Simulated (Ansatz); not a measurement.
# Changed inputs in constrained RPA: KCuCl3 (Pm-3m)

Wanted: the sensitivity and cost of U and J for KCuCl3 (Pm-3m).

Method: constrained RPA on LDA, plane waves, PAW, in Ansatz 0.2.0.

**1. The starting structure**

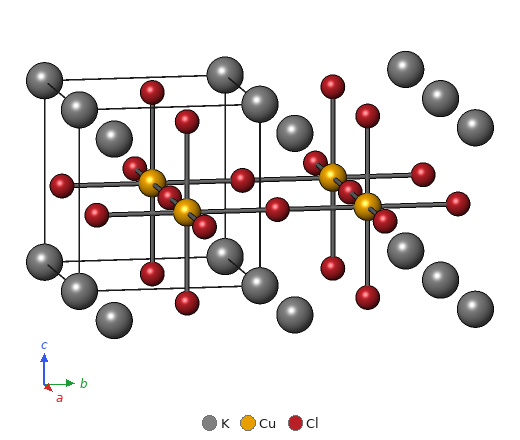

The cell as given, slightly off an axis (potassium grey, copper orange, chlorine red). 2×2×1 cells are drawn. Some periodic images of atoms are drawn too.

Structure file:

```cif
data_structure
_symmetry_space_group_name_H-M 'Pm-3m'
_symmetry_Int_Tables_number 221
_cell_length_a 4.7981
_cell_length_b 4.7981
_cell_length_c 4.7981
_cell_angle_alpha 90.000
_cell_angle_beta 90.000
_cell_angle_gamma 90.000
_cell_volume 110.46
loop_
_atom_site_label
_atom_site_type_symbol
_atom_site_symmetry_multiplicity
_atom_site_Wyckoff_symbol
_atom_site_fract_x
_atom_site_fract_y
_atom_site_fract_z
_atom_site_occupancy
K1 K 1 a 0.00000 0.00000 0.00000 1
Cu1 Cu 1 b 0.50000 0.50000 0.50000 1
Cl1 Cl 3 c 0.00000 0.50000 0.50000 1
```

The cell and positions are those that the Materials Project relaxed with its own functionals (PBE, PBE+U or r2SCAN), kept fixed. The default PAW set here is soft_2. Its files were made with PBE.

**2. Base: Cu d + anion p, bands v14 to v1, 4×4×4 mesh, medium accuracy**

Constrained RPA screens the interaction with every transition except those inside the target bands, which a later many-body model would treat itself.

Contents of input.yaml:

```yaml
crystal:
  lattice:
    - [-4.79805202, 0.0, 0.0]
    - [0.0, 0.0, -4.79805202]
    - [0.0, -4.79805202, 0.0]
  atoms:
    - { symbol: K, position: [0.0, 0.0, 0.0] }
    - { symbol: Cu, position: [0.5, 0.5, 0.5] }
    - { symbol: Cl, position: [0.0, 0.5, 0.5] }
    - { symbol: Cl, position: [0.5, 0.0, 0.5] }
    - { symbol: Cl, position: [0.5, 0.5, 0.0] }
kpoints:
  mp_grid: { grid: [8, 8, 8] }
hamiltonian:
  xc: lda
scf:
  occupations: { method: gaussian, width: 0.08 }
  n_extra_bands: 19
  max_iter: 150
output:
  crpa:
    kmesh: [4, 4, 4]
    target_bands: [v14, v1]
    projections: [{ species: Cu, l: d, shell: 3 }, { species: Cl, l: p, shell: 3 }]
  local_orbitals:
    kmesh: [8, 8, 8]
    orbitals: [{ species: Cu, l: d, shell: 3 }, { species: Cl, l: p, shell: 3 }]
    window: { bands: [v14, v1] }
    seedname: lo
```

Command:

```sh
$ ansatz run input.yaml --threads 4 --pin off --max-ram 9216MiB --backend cpu --events-out ev --progress --plain --runs-dir out
```

Numbers of over 12 decimals in the logs are rounded to 6 here.

The program printed:

```text
scf.n_extra_bands = 19 over 25 filled bands (N_el = 49.0): the run solves 44 bands
Engine: ansatz 0.2.0, aarch64-unknown-linux-gnu
Pseudopotentials: kind: paw
Pseudopotential: K, paw, valence charge 9, recommended cutoff 420 eV (normal), K.paw.azcp
Pseudopotential: Cu, paw, valence charge 19, recommended cutoff 420 eV (normal), Cu.paw.azcp
Pseudopotential: Cl, paw, valence charge 7, recommended cutoff 420 eV (normal), Cl.paw.azcp
Functional definition: SPW92
  exchange = slater_x
  correlation = pw_c
Crystal: 5 atoms, lattice volume = 110.457 Å³
Basis set: ecut = 420 eV, 2109 PW (Γ)
Bands: 44, of which v1, the nominal top of the filled ones, is band 25 counted from 1 (24 counted from 0)
Symmetry: 48 space group operations
Space group: Pm-3m (ITA 221), of the structure as read, at distance tolerance 4.8e-5 Å
k-points: 35 of 512
Non-local potential: K, projectors of the file, l = 0: 3, l = 1: 2, l = 2: 2
Non-local potential: Cu, projectors of the file, l = 0: 3, l = 1: 2, l = 2: 3, l = 3: 1
Non-local potential: Cl, projectors of the file, l = 0: 2, l = 1: 2, l = 2: 2
PAW form: soft (Blöchl's): semilocal exchange-correlation on the pseudo side does not see the compensation charge
PAW frozen core: K, regenerated for the run's functional, and the local potential with it (the file was generated under x = pbe(κ = 0.804, μ = 0.219515), c = pbe(β = 0.066725))
PAW frozen core: Cu, regenerated for the run's functional, and the local potential with it (the file was generated under x = pbe(κ = 0.804, μ = 0.219515), c = pbe(β = 0.066725))
PAW frozen core: Cl, regenerated for the run's functional, and the local potential with it (the file was generated under x = pbe(κ = 0.804, μ = 0.219515), c = pbe(β = 0.066725))
PAW one-centre angular grid: K, 110 points (default); XC on 64 Gauss nodes
PAW one-centre angular grid: Cu, 590 points (default); XC on 64 Gauss nodes
PAW one-centre angular grid: Cl, 110 points (default); XC on 64 Gauss nodes
Initial density: superposition of atomic densities (neutral atoms: chi_scale 0, normalization atom), corrected by the library's trained network
Initial wavefunctions: pseudopotential atomic-orbital guess
Functional: x = slater, c = lda
SCF iter   1: F=—  HF=-11189.759987 eV  |F-HF|=—  |Δ(HF+E_count)|=         —  Δρ=7.85e-3  dr2=4.98e-2  ethr=1.77e-3  ⟨swp⟩=6.5  Hψ=7466  notcnv=0  defer=133
preconditioner: auto → LDOS  [metal: Δε(μ)=0.061 eV  Ē_g=15.346 eV  σ=0.080 eV  W_gap=0.40  n_scr=26 (ndim 8)  ℏωp=22.1 eV  f_vac=0.034  D(μ)=2.96/eV (n_scr^D=18)  β→1.0]
SCF iter   2: F=—  HF=-11189.758122 eV  |F-HF|=—  |Δ(HF+E_count)|=   1.87e-3  Δρ=8.96e-3  dr2=4.74e-2  ethr=1.02e-4  ⟨swp⟩=2.0  Hψ=2910  notcnv=0  defer=435
[...]
Fermi energy:    4.339475 eV
--- Per-component energies (eV) ---
  E_band       = -699.406428
  E_kinetic    = 1033.740805
  E_local      = -7596.141482  (includes V_loc(G=0)·N_el)
  E_nonlocal   = 504.074074
  E_hartree    = 3240.310044
  E_xc         = -537.766747
  E_vxc        = -640.740381  (∫ρ·V_xc dr)
  E_paw        = -4213.688697  (= ΣΔE_a)
  E_vpaw       = -480.955654  (= ΣTr[D̂ρ^β])
  E_aug_tail   = 0.000541  (compensation charges beyond the density's cutoff)
  E_ewald      = -3621.538748
  E_core_change = 1.278635  (= ΣΔE_core)
  E_smearing   = -0.009387  (= −TS)
  E_closure    = 0.000000  (closes the sum)
  Σ components = -11189.740962   (vs F -11189.740962, Δ=0.00e0)
--- Band table (eV; the first three rows and the last of 35) ---
  k-point 0: bands = [... 21 lower, 2.8008, 3.1898, 3.1898, 3.1898, 6.7610, 9.0162, 10.3753, 10.3753, ... 15 higher]
  k-point 1: bands = [... 21 lower, 2.8555, 3.1631, 3.1927, 3.1927, 7.0840, 9.2505, 10.5061, 10.5795, ... 15 higher]
  k-point 2: bands = [... 21 lower, 2.9341, 3.1746, 3.2063, 3.2063, 7.9381, 9.8659, 10.8543, 11.1149, ... 15 higher]
  k-point 34: bands = [... 21 lower, 3.7122, 3.7122, 5.1477, 5.1477, 10.1538, 10.4777, 10.4777, 10.4777, ... 15 higher]
--- cRPA (band scheme, projected local orbitals): target bands 12..25 (1-based), 14 Wannier function(s), 4×4×4 mesh, 50 bands' worth read of 55 solved, ecut_chi 136.0 eV, v(q+G=0) probe_charge, pair densities all_electron ---
  bands read: the sum over 50 bands ends inside a degenerate multiplet in 6 slots, whose members it reads at an even weight; the widest, k=1: bands 50 to 51 (counted from 1) at 1/2 each
  χ-basis size per q: N_G = 388..432
  window electrons = 27.0000, filled by tetrahedron_uncorrected; constrained ε̄⁻¹(q = 0, 0) head = 0.328346; min gauge Gram eig = 0.6935
  Kanamori averages over each shell's own Wannier functions (sites counted from 0, functions from 1):
  Each shell's averages of U are screened by what lies outside the whole window alone: parameters of one model of all the shells.
    Site 1, 3D, 5 of 5 d orbitals (Wannier functions 1, 2, 3, 4, 5; wannier90's mr 1, 2, 3, 4, 5):
      screened: U = 8.8819 eV, U' = 7.3044 eV, J = 0.7895 eV
      screened, to within: U = 3.2e-2 eV, U' = 3.2e-2 eV, J = 1.3e-3 eV
      bare: V = 27.3655 eV, V' = 25.4674 eV, J = 0.9471 eV
    Site 2, 3P, 3 of 3 p orbitals (Wannier functions 6, 7, 8; wannier90's mr 1, 2, 3):
      screened: U = 5.6260 eV, U' = 4.6086 eV, J = 0.4814 eV
      screened, to within: U = 7.5e-3 eV, U' = 7.4e-3 eV, J = 6.7e-4 eV
      bare: V = 13.5018 eV, V' = 12.0070 eV, J = 0.7068 eV
    Site 3, 3P, 3 of 3 p orbitals (Wannier functions 9, 10, 11; wannier90's mr 1, 2, 3):
      screened: U = 5.6260 eV, U' = 4.6086 eV, J = 0.4814 eV
      screened, to within: U = 7.5e-3 eV, U' = 7.4e-3 eV, J = 6.7e-4 eV
      bare: V = 13.5018 eV, V' = 12.0070 eV, J = 0.7068 eV
    Site 4, 3P, 3 of 3 p orbitals (Wannier functions 12, 13, 14; wannier90's mr 1, 2, 3):
      screened: U = 5.6260 eV, U' = 4.6086 eV, J = 0.4814 eV
      screened, to within: U = 7.5e-3 eV, U' = 7.4e-3 eV, J = 6.7e-4 eV
      bare: V = 13.5018 eV, V' = 12.0070 eV, J = 0.7068 eV
  Hermiticity witness max|P − P†| over intra, direct and exchange elements: 1.07e-14 eV (screened), 6.25e-17 eV (bare)
  Reality witness max|Im| over intra, direct and exchange elements: 3.87e-9 eV (screened), 2.18e-12 eV (bare)
[key lines of the parts left out:]
SCF converged after 8 iterations
Free energy (F): -11189.740962 eV
```

Wall time 5.9 min (4 threads of Arm Neoverse V1, shared host); peak memory 1 GiB; 23 min of CPU time.

This step gave:

- U: 8.882 eV
- U prime (inter-orbital): 7.304 eV
- J: 0.7895 eV
- bare V: 27.37 eV
- bare J: 0.9471 eV
- stated bound on U: 0.03139 eV
- U over bare V: 0.3246
- electrons in the window: 27.00
- head of the constrained inverse dielectric matrix: 0.3283
- least eigenvalue of the projection's overlap: 0.6935
- target functions: 14
- bands in the sums: 50
- r.m.s. miss of the model bands: 1.58e-5 eV
- width of the target bands: 7.137 eV
- weight of the projected orbitals in the window: 0.9674

On the Cu d shell, screening brings the on-site interaction from 27.4 eV down to U = 8.88 eV.

**3. Changed: 2×2×2 mesh**

input.yaml, the sections that differ from step 2:

```yaml
output:
  crpa:
    kmesh: [2, 2, 2]
    target_bands: [v14, v1]
    projections: [{ species: Cu, l: d, shell: 3 }, { species: Cl, l: p, shell: 3 }]
# crystal, kpoints, hamiltonian, scf: as in step 2
```

The program printed:

```text
[...]
Crystal: 5 atoms, lattice volume = 110.457 Å³
Basis set: ecut = 420 eV, 2109 PW (Γ)
Bands: 44, of which v1, the nominal top of the filled ones, is band 25 counted from 1 (24 counted from 0)
Symmetry: 48 space group operations
[...]
k-points: 35 of 512
[...]
SCF iter   1: F=—  HF=-11189.759987 eV  |F-HF|=—  |Δ(HF+E_count)|=         —  Δρ=7.85e-3  dr2=4.98e-2  ethr=1.77e-3  ⟨swp⟩=6.5  Hψ=7466  notcnv=0  defer=133
[...]
SCF iter   8: F=-11189.740962 eV  HF=-11189.740962 eV  |F-HF|=6.41e-9  |Δ(HF+E_count)|=   1.93e-7  Δρ=5.93e-6  dr2=1.34e-8  ethr=2.04e-10  ⟨swp⟩=8.7  Hψ=7432  notcnv=0
SCF 1 converged in 8 iterations: F = -11189.740962 eV  dr2 = 1.34e-8
[...]
NSCF: frozen V_eff on 4 k-points
[...]
cRPA screening: q 1/8
cRPA screening: q 2/8
cRPA screening: q 5/8 (q-point 4)
cRPA screening: q 8/8
SCF converged after 8 iterations
Free energy (F): -11189.740962 eV
[...]
χ-basis size per q: N_G = 388..432
[...]
screened: U = 8.8063 eV, U' = 7.2289 eV, J = 0.7889 eV
      screened, to within: U = 2.5e-2 eV, U' = 2.5e-2 eV, J = 1.2e-3 eV
      bare: V = 27.3839 eV, V' = 25.4866 eV, J = 0.9468 eV
    Site 2, 3P, 3 of 3 p orbitals (Wannier functions 6, 7, 8; wannier90's mr 1, 2, 3):
      screened: U = 5.5746 eV, U' = 4.5522 eV, J = 0.4833 eV
      screened, to within: U = 5.9e-3 eV, U' = 5.9e-3 eV, J = 6.5e-4 eV
      bare: V = 13.6187 eV, V' = 12.1185 eV, J = 0.7083 eV
    Site 3, 3P, 3 of 3 p orbitals (Wannier functions 9, 10, 11; wannier90's mr 1, 2, 3):
      screened: U = 5.5746 eV, U' = 4.5522 eV, J = 0.4833 eV
      screened, to within: U = 5.9e-3 eV, U' = 5.9e-3 eV, J = 6.5e-4 eV
      bare: V = 13.6187 eV, V' = 12.1185 eV, J = 0.7083 eV
    Site 4, 3P, 3 of 3 p orbitals (Wannier functions 12, 13, 14; wannier90's mr 1, 2, 3):
      screened: U = 5.5746 eV, U' = 4.5522 eV, J = 0.4833 eV
      screened, to within: U = 5.9e-3 eV, U' = 5.9e-3 eV, J = 6.5e-4 eV
      bare: V = 13.6187 eV, V' = 12.1185 eV, J = 0.7083 eV
[...]
[key lines of the parts left out:]
Fermi energy:    4.339475 eV
```

It took 36 s on 4 threads; peak memory 0.88 GiB; 2.2 min of CPU time.

Numbers from this step:

```yaml
u: 8.806 eV
u_prime_inter_orbital: 7.229 eV
j: 0.7889 eV
bare_v: 27.38 eV
bare_j: 0.9468 eV
stated_bound_on_u: 0.02434 eV
u_over_bare_v: 0.3216
electrons_in_the_window: 27
head_of_the_constrained_inverse_dielectric_matrix: 0.3042
least_eigenvalue_of_the_projection_s_overlap: 0.6935
target_functions: 14
bands_in_the_sums: 50
width_of_the_target_bands: 7.137 eV
weight_of_the_projected_orbitals_in_the_window: 0.9674
```

On the Cu d shell, screening brings the on-site interaction from 27.4 eV down to U = 8.81 eV.

**4. Changed: sums over states**

input.yaml, as its differences from that of step 3:

```diff
@@ -21,4 +21,7 @@
   crpa:
-    kmesh: [2, 2, 2]
+    kmesh: [4, 4, 4]
     target_bands: [v14, v1]
     projections: [{ species: Cu, l: d, shell: 3 }, { species: Cl, l: p, shell: 3 }]
+    accuracy: sum_over_states
+    n_empty_bands: 50
+    ecut_chi: 70
```

The program printed:

```text
[...]
Crystal: 5 atoms, lattice volume = 110.457 Å³
Basis set: ecut = 420 eV, 2109 PW (Γ)
Bands: 44, of which v1, the nominal top of the filled ones, is band 25 counted from 1 (24 counted from 0)
Symmetry: 48 space group operations
[...]
k-points: 35 of 512
[...]
screened: U = 5.7885 eV, U' = 4.6654 eV, J = 0.5316 eV
      bare: V = 13.5018 eV, V' = 12.0070 eV, J = 0.7068 eV
    Site 3, 3P, 3 of 3 p orbitals (Wannier functions 9, 10, 11; wannier90's mr 1, 2, 3):
      screened: U = 5.7885 eV, U' = 4.6654 eV, J = 0.5316 eV
      bare: V = 13.5018 eV, V' = 12.0070 eV, J = 0.7068 eV
    Site 4, 3P, 3 of 3 p orbitals (Wannier functions 12, 13, 14; wannier90's mr 1, 2, 3):
      screened: U = 5.7885 eV, U' = 4.6654 eV, J = 0.5316 eV
      bare: V = 13.5018 eV, V' = 12.0070 eV, J = 0.7068 eV
[...]
[key lines of the parts left out:]
SCF converged after 8 iterations
Free energy (F): -11189.740962 eV
Fermi energy:    4.339475 eV
```

Wall time 40 s (4 threads); peak memory 0.87 GiB.

This variant gives U = 9.47 eV against 8.88 eV. It is a finite sum over empty states with no bound on its error and stays out of the table below.

**5. Changed: smooth pair densities**

input.yaml, as its differences from that of step 4:

```diff
@@ -24,4 +24,2 @@
     projections: [{ species: Cu, l: d, shell: 3 }, { species: Cl, l: p, shell: 3 }]
-    accuracy: sum_over_states
-    n_empty_bands: 50
-    ecut_chi: 70
+    pair_densities: pseudo
```

The program printed:

```text
[...]
Crystal: 5 atoms, lattice volume = 110.457 Å³
Basis set: ecut = 420 eV, 2109 PW (Γ)
Bands: 44, of which v1, the nominal top of the filled ones, is band 25 counted from 1 (24 counted from 0)
Symmetry: 48 space group operations
[...]
k-points: 35 of 512
[...]
screened, sum over states alone: U = 6.0625 eV, U' = 4.7923 eV, J = 0.5994 eV
      bare: V = 13.5018 eV, V' = 12.0070 eV, J = 0.7068 eV
    Site 4, 3P, 3 of 3 p orbitals (Wannier functions 12, 13, 14; wannier90's mr 1, 2, 3):
      screened: U = 5.6405 eV, U' = 4.6141 eV, J = 0.4856 eV
      screened, to within: U = 2.1e-3 eV, U' = 2.1e-3 eV, J = 2.0e-4 eV
      screened, sum over states alone: U = 6.0625 eV, U' = 4.7923 eV, J = 0.5994 eV
      bare: V = 13.5018 eV, V' = 12.0070 eV, J = 0.7068 eV
[...]
[key lines of the parts left out:]
SCF converged after 8 iterations
Free energy (F): -11189.740962 eV
Fermi energy:    4.339475 eV
```

It took 7.7 min on 4 threads; peak memory 0.94 GiB.

Numbers from this step:

| Quantity | Value |
| --- | --- |
| U | 9.008 eV |
| U prime (inter-orbital) | 7.289 eV |
| J | 0.8608 eV |
| bare V | 27.37 eV |
| bare J | 0.9471 eV |
| stated bound on U | 0.008402 eV |
| U over bare V | 0.3292 |
| electrons in the window | 27.00 |
| head of the constrained inverse dielectric matrix | 0.3290 |
| least eigenvalue of the projection's overlap | 0.6935 |
| target functions | 14 |
| bands in the sums | 50 |
| width of the target bands | 7.137 eV |
| weight of the projected orbitals in the window | 0.9674 |

On the Cu d shell, screening brings the on-site interaction from 27.4 eV down to U = 9.01 eV.

(Continued in part 2 of 2.)

[Paths, hosts, dates, memory and timing lines, banners, echoed tables and standing remarks are left out of the program output.]

[Logs are printed without paths, hosts, clocks, repeated set-up lines and the standing remarks that a program may print on its own settings, such as how far it seeks lower states.]

[Runs of the session that timed out or met a known fault of the program may be left out.]

[Hosts, paths, dates, database ids (printed as entryN), source tags and the programs' standing remarks are cut or masked in the printed files.]
